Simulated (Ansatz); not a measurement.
# [NO2]− (nitrite): CAM-B3LYP/STO-3G

What is the energy change on altering one bond length of [NO2]− (nitrite) at CAM-B3LYP/STO-3G? 

The results are computed with Ansatz 0.2.0.

12 further runs of the same task are left out: 10 that didn't finish, 2 set aside as unsound or not needed.

### Step 1. The system as given

[NO2]−: 3 atoms, total charge -1, spin state singlet. SMILES: `O=N[O-]`. The shape is that of a GFN2-xTB optimisation.

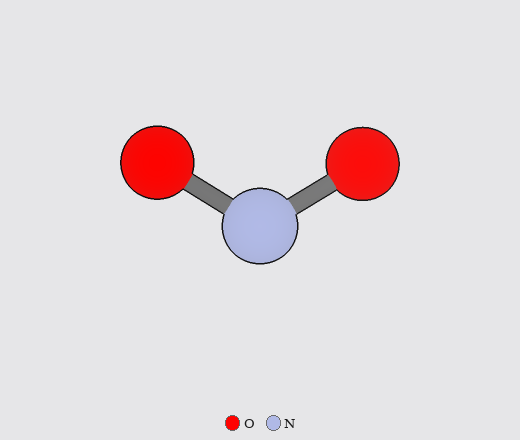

The structure, seen from a chosen angle (oxygen red, nitrogen light blue).

### Step 2. A single-point energy at CAM-B3LYP/STO-3G

The input, run.yaml:

```yaml
crystal:
  periodic: [false, false, false]
  atoms:
    - {symbol: O, position_ang: [0.332300, 1.015250, 0.295330]}
    - {symbol: "N", position_ang: [0.330220, -0.248730, 0.154080]}
    - {symbol: O, position_ang: [-0.662520, -0.766520, -0.449410]}
basis:
  gaussian:
    orbitals: STO-3G
total_charge: -1
hamiltonian:
  xc: {name: CAM-B3LYP}
accuracy: high
```

On the command line:

```sh
ansatz run run.yaml --threads 1 --pin off --max-ram 2610MiB --events-out events.jsonl --progress --plain --runs-dir runs
```

Output:

```text
Warning: RAYON_NUM_THREADS=1 ignored (pool sized by the plan → 1); use --threads N
Functional definition: CAM-B3LYP
  name "CAM-B3LYP"
  parameter alpha = 0.19
  parameter beta = 0.46
  parameter omega = 0.33/bohr
  parameter ac = 0.81
  exchange = (1 - alpha - beta)*b88_x + beta*b88_x_sr(omega) + alpha*exact_x + beta*exact_x_lr(omega)
  correlation = (1 - ac)*vwn5_c + ac*lyp_c
252 factors; integrals over basis functions are off by at most 3.8e-8 eV
125 factors; integrals over basis functions are off by at most 5.7e-10 eV
mean field evaluation 1: about -5495.7500 eV, gradient 3.0e1 eV
mean field evaluation 2: about -5495.7154 eV, gradient 3.1e1 eV
mean field evaluation 4: about -5498.2157 eV, gradient 1.1e-1 eV
mean field evaluation 8: about -5498.2127 eV, gradient 2.6e-3 eV
mean field evaluation 16: about -5498.2127 eV, gradient 5.7e-8 eV
mean field -5498.21270989 eV, -202.0555902659 hartree, gradient 1.4e-8 eV, S^2 0.000000; 0 other end points of the search recorded, 0 dependent functions left out
reference -5498.21271749 eV, -202.0555905455 hartree; 12, 12 occupied and 3, 3 virtual orbitals, 252 factors
Total energy: -5498.21271749 eV, -202.0555905455 hartree
```

Wall time 0.77 s (1 thread of Arm Neoverse V1, shared host).

### Step 3. The distorted shape

The input, molecule.yaml:

```yaml
crystal:
  periodic: [false, false, false]
  atoms:
    - {symbol: O, position_ang: [0.580462, 1.144686, 0.446189]}
    - {symbol: "N", position_ang: [0.578382, -0.119294, 0.304939]}
    - {symbol: O, position_ang: [-0.662520, -0.766520, -0.449410]}
basis:
  gaussian:
    orbitals: STO-3G
hamiltonian:
  xc: {name: CAM-B3LYP}
total_charge: -1
accuracy: high
```

On the command line:

```sh
ansatz run molecule.yaml --threads 1 --pin off --max-ram 2610MiB --events-out events.jsonl --progress --plain --runs-dir runs
```

Output, cut to the lines that bear on the results:

```text
Warning: RAYON_NUM_THREADS=1 ignored (pool sized by the plan → 1); use --threads N
[... 8 set-up lines as earlier in the session ...]
250 factors; integrals over basis functions are off by at most 3.4e-8 eV
128 factors; integrals over basis functions are off by at most 6.1e-10 eV
mean field evaluation 1: about -5491.2932 eV, gradient 3.9e1 eV
mean field evaluation 2: about -5446.4776 eV, gradient 1.2e2 eV
mean field evaluation 4: about -5497.1262 eV, gradient 8.7e0 eV
mean field evaluation 8: about -5497.3268 eV, gradient 3.7e-1 eV
mean field evaluation 16: about -5497.3272 eV, gradient 2.1e-6 eV
mean field -5497.32718303 eV, -202.0230477543 hartree, gradient 7.0e-8 eV, S^2 0.000000; 0 other end points of the search recorded, 0 dependent functions left out
reference -5497.32719103 eV, -202.0230480481 hartree; 12, 12 occupied and 3, 3 virtual orbitals, 250 factors
Total energy: -5497.32719103 eV, -202.0230480481 hartree
```

Wall time 0.73 s (1 thread of Arm Neoverse V1, shared host).

### Step 4. Outcome

Level: CAM-B3LYP/STO-3G.

```
                                                         quantity          value
                                        first shape: total energy  -202.05559 Eh
                                    distorted shape: total energy  -202.02305 Eh
energy change with the N2–O3 bond stretched from 1.272 to 1.590 Å       0.886 eV
```

In words: With the N2–O3 bond stretched from 1.272 to 1.590 Å the energy rises by 0.89 eV (20.4 kcal/mol). The first shape isn't relaxed at this level, so the change isn't measured from a minimum. The minimal basis adds a large error of its own.
